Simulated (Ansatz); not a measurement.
# What Ta2NF2 monolayer distorts into, part 3 of 3

Aim: this structure of Ta2NF2 monolayer is to be tested for unstable modes, and one is followed downhill.

Ansatz 0.2.0; DFT PBE, scalar-relativistic, plane waves, PAW; PAW set soft_1.

So far. Step 4 (The mode frozen in, largest atomic shift 0.22 Å): The energy, extrapolated to zero smearing, is -4.00 meV/atom against the undistorted cell. Step 5 (Energy along the mode, all amplitudes (two of the runs …): The lowest of the steps tried is at 0.22 Å, 4.00 meV/atom below the parent; the bottom of the well need not coincide with a step.

## (6) Relaxing from the distorted cell (continued)

The steps of the relaxation:

| step | energy less that of the first step (eV) | largest force component (eV/Å) | volume (Å³) |
| --- | --- | --- | --- |
| 1 | 0.0000 | 0.4427 | 940.60 |
| 2 | -0.1468 | 0.9844 | 913.59 |
| 3 | -0.3788 | 1.3972 | 892.23 |
| 4 | -0.4103 | 1.2367 | 875.09 |
| 5 | -0.6044 | 0.7775 | 897.43 |
| 6 | -0.5900 | 0.8055 | 888.27 |
| 7 | -0.6868 | 0.2867 | 895.20 |
| 8 | -0.7094 | 0.0371 | 892.10 |
| 9 | -0.7113 | 0.0230 | 891.51 |
| 10 | -0.7116 | 0.0073 | 891.41 |
| 11 | -0.7115 | 0.0107 | 891.51 |
| 12 | -0.7115 | 0.0008 | 891.47 |
| 13* | -0.6983 | 0.0006 | 891.47 |
| 14 | -0.6988 | 0.0119 | 890.26 |
| 15 | -0.6988 | 0.0066 | 890.49 |
| 16 | -0.6987 | 0.0007 | 890.61 |
| 17* | -0.6984 | 0.0007 | 890.61 |

Relaxation steps marked * repeat the geometry before them on a plane-wave basis chosen anew for their cell, so energy and pressure can jump there. Relaxation steps 6, 11 were tried and not accepted.

Forces are held to the 6 operations that the run works with; a distortion that breaks them can't arise in this run.

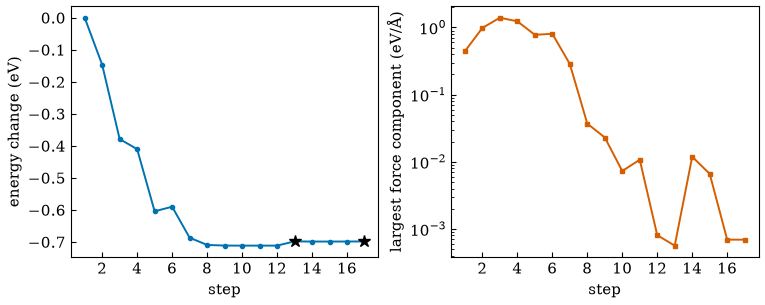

Energy and largest force along the relaxation. Stars mark steps on a basis chosen anew.

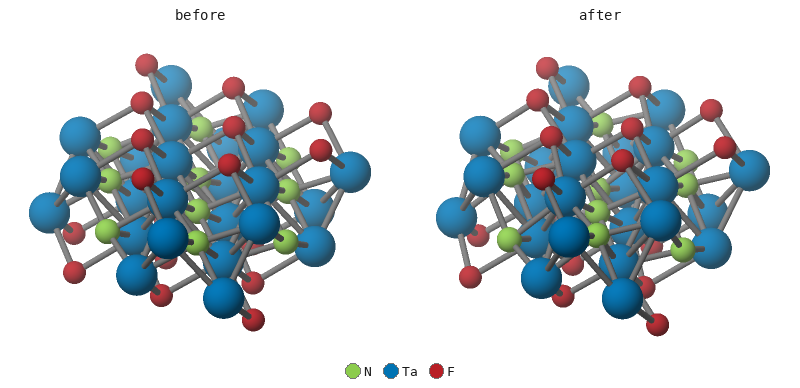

The structure before and after the relaxation, drawn at the same scale.

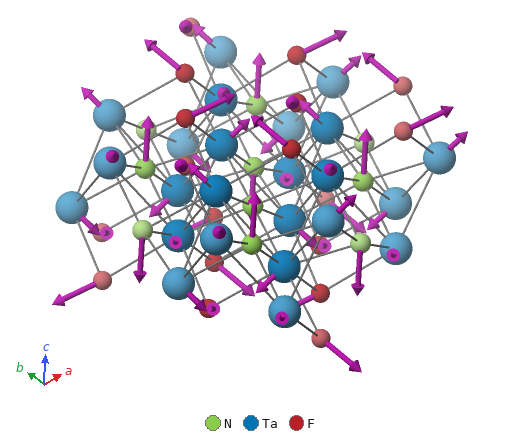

Displacements in the relaxation, exaggerated, measured against the changing cell; the longest in the cell stands for 0.27 Å. Some periodic images of atoms are drawn too.

| cell as run | before | after | change |
| --- | --- | --- | --- |
| a (Å) | 5.720 | 5.566 | -2.7 % |
| b (Å) | 5.720 | 5.566 | -2.7 % |

The atoms that moved most (Å, along periodic axes as changes of fractional coordinates times the final cell, across vacuum about the mean position):

| atom | dx | dy | dz | length |
| --- | --- | --- | --- | --- |
| F11 | -0.149 | -0.197 | 0.097 | 0.265 |
| F13 | 0.149 | 0.197 | -0.097 | 0.265 |
| F12 | 0.245 | -0.031 | 0.097 | 0.265 |
| F15 | -0.245 | 0.031 | -0.097 | 0.265 |
| F14 | 0.096 | -0.227 | -0.097 | 0.265 |
| F10 | -0.096 | 0.227 | 0.097 | 0.265 |
| N2 | 0.000 | 0.000 | -0.260 | 0.260 |
| N3 | 0.000 | 0.000 | 0.260 | 0.260 |

The relaxed structure:

```xyz
15
Lattice="4.8199 2.7828 0.0000 0.0000 5.5656 0.0000 0.0000 0.0000 33.2000" Properties=species:S:1:pos:R:3
N     1.6066    2.7828   10.0000
N     3.2133    5.5656    9.5200
N     0.0000    5.5656   10.4800
Ta    4.7230    4.7859   11.0731
Ta    1.7832    4.6479   11.0731
Ta    3.1336    7.2629   11.0731
Ta    1.4301    0.9176    8.9269
Ta    3.3102    3.5625    8.9269
Ta    0.0796    3.8682    8.9269
F     1.4492    1.1547   12.4204
F     3.0953    3.4605   12.4204
F     0.2754    3.7331   12.4204
F     4.9379    4.8878    7.5797
F     1.7640    4.4108    7.5797
F     2.9379    7.3980    7.5797
```

Numbers from this step:

| Item | Value |
| --- | --- |
| area per atom | 1.788 Å² |

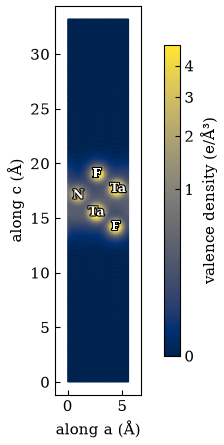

Valence density in the ac plane at fractional y = 0.017, with atoms of N and Ta and F within 0.2 Å of it. It is the smooth field of the valence electrons, not physical close to the nuclei. The map starts off the cell's origin, so that atoms lie inside it. The colour scale is stretched toward low values.

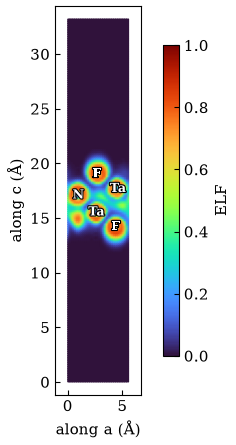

ELF in the ac plane at fractional y = 0.017, with atoms of N and Ta and F within 0.2 Å of it. It is the smooth field of the valence electrons, not physical close to the nuclei. The map starts off the cell's origin, so that atoms lie inside it.

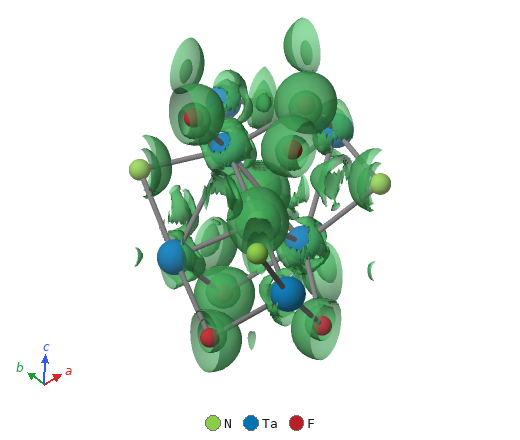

Surface of ELF = 0.76. Bonds to atoms that aren't drawn are left out.

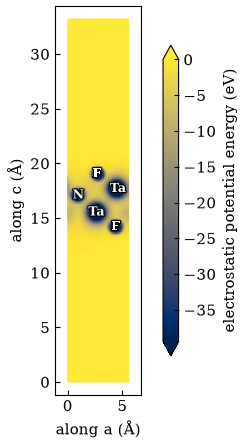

Electrostatic potential energy in the ac plane at fractional y = 0.017, with atoms of N and Ta and F within 0.2 Å of it. With pseudopotentials it is smooth inside the atoms' cores, unlike the true potential. The map starts off the cell's origin, so that atoms lie inside it.

The distorted start has space group P-3; the relaxation ends in P-3.

## (7) The phases reached

The phases reached along the modes that were followed are set side by side.

Energies are those of the first relaxation, on the mesh of the frozen mode; space group, volume and gap are those of the last relaxation. Phases, by row:

| mode frozen in | space group | energy from parent (meV/atom) | volume (Å³/atom) | gap on mesh (eV) | lowest zone-centre optical mode (cm⁻¹) | largest shift (Å) |
| --- | --- | --- | --- | --- | --- | --- |
| parent | P-3m1 | 0 | 62.71 | 0 | – | – |
| q = (0, -0.5, 0), 122i cm⁻¹ | P2_1/m | -180 | 58.97 | 0 | – | 1.037 |
| q = (0.333, 0.333, 0), 95i cm⁻¹ | P-3 | -50.48 | 59.37 | 0 | – | 0.48 |

## (8) Results

| Property | Result |
| --- | --- |
| unstable mode of the parent | q = (0.333, 0.333, 0), 95i cm⁻¹ |
| depth at the lowest point sampled | 4.00 meV/atom |
| largest atomic shift at that point | 0.22 Å |
| space group reached (within 0.01 Å) | P-3 |
| energy gained over the parent (first relaxation, on the mesh of the frozen mode) | 50.5 meV/atom |
| area per atom, phase reached | 1.79 Å² |

Along this mode the structure falls into P-3, 50.5 meV/atom below the parent. At the parent's cell the well is 4.005 meV/atom deep on the steps tried, with its lowest point at a shift of 0.22 Å. Relaxing atoms and cell changes the gain by +46.48 meV/atom against the lowest step (energies at zero smearing). Most of the total comes from this relaxation. The modes of the phase reached were not computed on this path. Of the 2 patterns followed to their end from this parent, this one ends 130 meV/atom above the lowest, P2_1/m. Each path keeps the symmetry of its pattern, so a lower phase may lie along a pattern not tried. With no gap, or one that is small against the smearing, the frequencies hang on the k mesh and the smearing, most of all near Kohn anomalies. The phonon runs are without spin polarisation, although the cell has an odd electron count. In a sheet or slab the interpolated bending branch near Γ is rough, since the rotational sum rule isn't imposed. Spin-orbit coupling is left out, which can matter for the heavy elements here. A phonon run warned that its eigensolver left some bands unconverged in a pass. The starting cell was built on a prototype and not taken from a measurement.

[Logs are printed without paths, hosts, clocks, repeated set-up lines and the standing remarks that a program may print on its own settings, such as how far it seeks lower states.]

[Hosts, paths, dates, database ids (printed as entryN), source tags and the programs' standing remarks are cut or masked in the printed files.]
